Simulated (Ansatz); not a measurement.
## Electronic structure of AlH$_{8}$N$_{3}$O in real space

| atom | x (Å) | y (Å) | z (Å) |
| --- | --- | --- | --- |
| Al | 0.2214 | -0.3156 | -0.0955 |
| O | 1.4708 | -0.0911 | -1.2986 |
| N | -1.2935 | -1.2430 | -0.4716 |
| N | 0.7345 | -0.3746 | 1.6452 |
| H | 0.1705 | 2.1185 | -0.9742 |
| N | -0.3971 | 1.6296 | -0.2787 |
| H | 2.0076 | -0.8413 | -1.5711 |
| H | -1.6329 | -1.3737 | -1.4214 |
| H | -1.5689 | -2.0563 | 0.0731 |
| H | 0.2134 | -0.8659 | 2.3665 |
| H | 1.7136 | -0.3538 | 1.9189 |
| H | -0.2548 | 2.0629 | 0.6361 |
| H | -1.3844 | 1.7044 | -0.5286 |

These are results of RKS B3LYP/def2-SVP in Ansatz 0.2.0, not measurements.

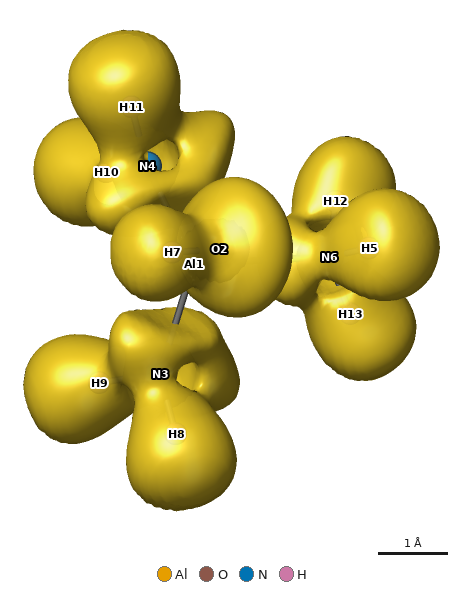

Figure 1. Isosurface of the ELF at 0.75 (yellow), seen across its widest extent. Core shells and regions of very low density are left out.

> Where are the electrons localised?

The surface consists of three joined regions spread over several atoms (H, N), in which their bonds and any lone pairs are merged and one joined region spread over several atoms (H, O), in which their bonds and any lone pairs are merged. Profiles from the grid: Al–O (1.75 Å): the ELF peaks at about 0.90 in the valence shell of O, 0.6 Å from its nucleus, and is about 0.40 at the midpoint. Al–N (1.82 Å): the ELF peaks at about 0.90 in the valence shell of N, 0.7 Å from its nucleus, and is about 0.65 at the midpoint.

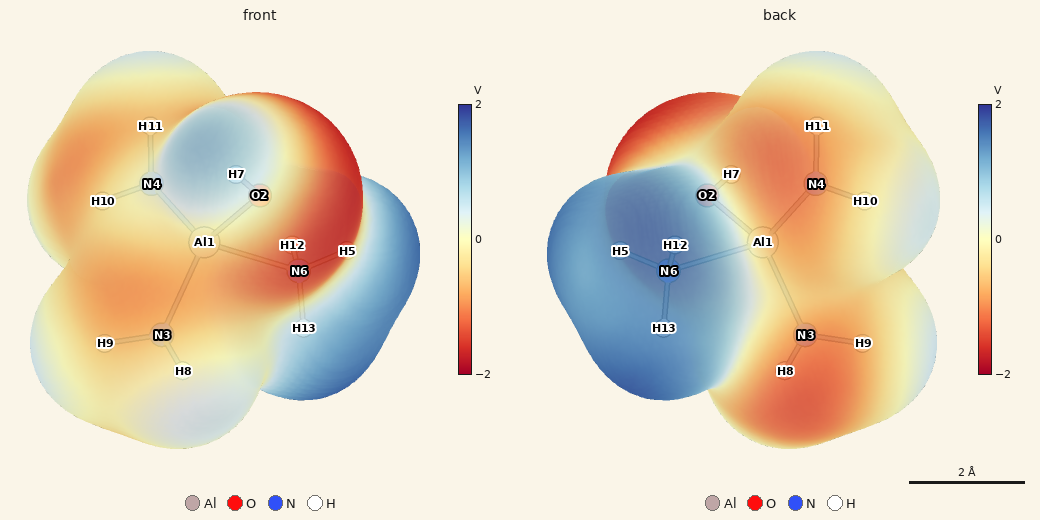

Figure 2. The electrostatic potential painted on the density surface at 0.001 e/bohr³, seen from the front and from behind; the colour scale runs from red (negative) to blue (positive).

> Where is the surface potential most negative and most positive?

The most negative region (about −1.6 V) lies over O2, the most positive (about +1.7 V) over H13. O2 is the likeliest acceptor of a hydrogen bond.

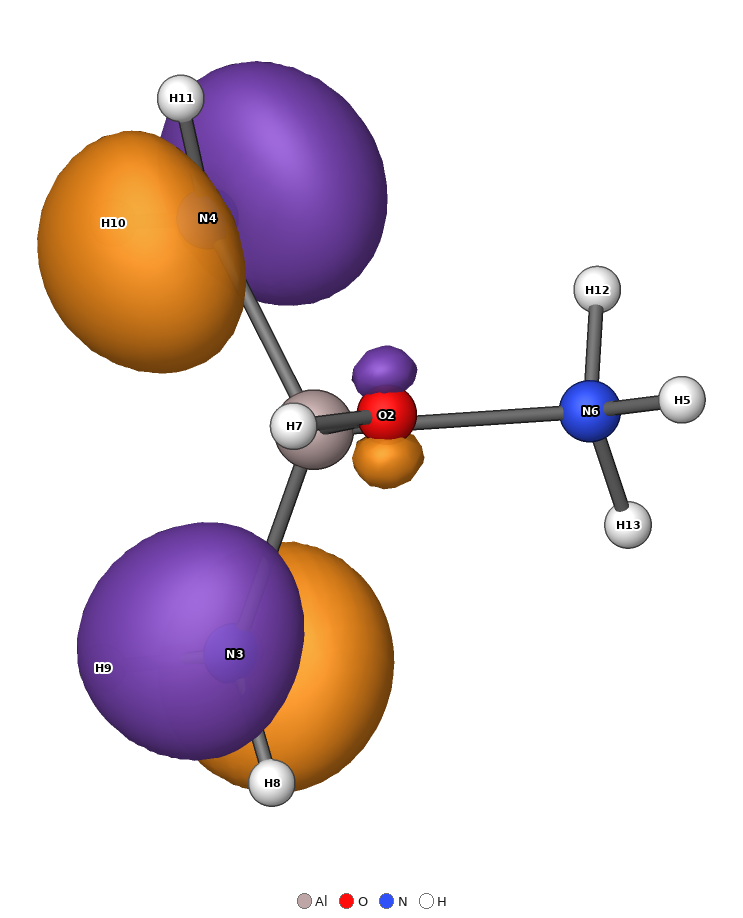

Figure 3. The HOMO at ±0.15 Å⁻³ᐟ² (orange and purple are the two phases), seen across its widest extent.

> Describe this orbital and give its energy.

It lies mainly on N4 (about 40 %) and N3 (about 40 %); largely a combination of lone pairs on N4 and N3. Its energy is −5.36 eV.
